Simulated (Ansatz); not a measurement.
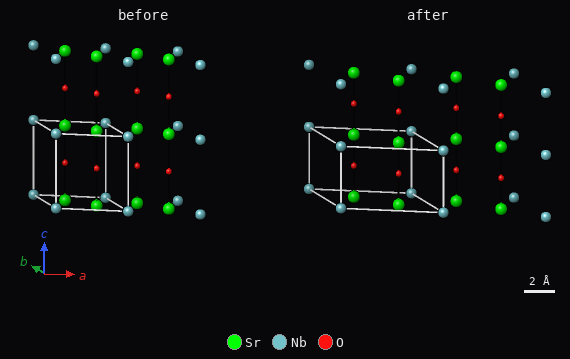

The structure of crystalline Sr2NbO2 (a generated structure, set up in P6/mmm) (coarse preliminary run) before (left) and after (right) a relaxation, at one scale.

The picture is a ball-and-stick view of the cell of the calculation, repeated 2 × 1 × 2 with one cell outlined, seen slightly off an axis.

Computed with DFT PBE, scalar-relativistic, plane waves, PAW in Ansatz 0.2.0. Settings: plane-wave cutoff 420 eV; k-point mesh 6 × 6 × 4; occupations gaussian; smearing width 0.1 eV; collinear spin; cell and atoms relaxed; force threshold 0.04 eV/Å; at most 70 steps.

Q: Describe what moved and what it gained.

A: No atom moves by more than 0.005 Å relative to the cell. The volume changes by +67.3 %, with a = b 5.085 → 7.217 Å (+41.9 %), c 5.240 → 4.353 Å (−16.9 %). Near-neighbour distances that change, for instance: Nb–Sr 2.936 → 4.167 Å, Sr–Sr 2.936 → 4.167 Å, O–Sr 2.620 → 2.176 Å. The space group stays P6/mmm (No. 191). The energy falls by 1113 meV per atom in 11 accepted moves (14 points after the start). All forces vanish by symmetry, so only the cell relaxes. Pressure: 6.05 GPa at the start and 0.12 GPa at the end. The SCF was repeated 3 times at an unchanged geometry on a basis and grid sized afresh for the cell, which shifted the energy by 100 meV per atom at most. The run took 3.4 min on 1 thread of Intel(R) Xeon(R) Platinum 8259CL CPU @ 2.50GHz (Skylake/Cascade Lake), on a shared host, peak memory 0.61 GiB.

Limits of the set-up: layers or molecules are held without a dispersion correction, so their spacing is unreliable.
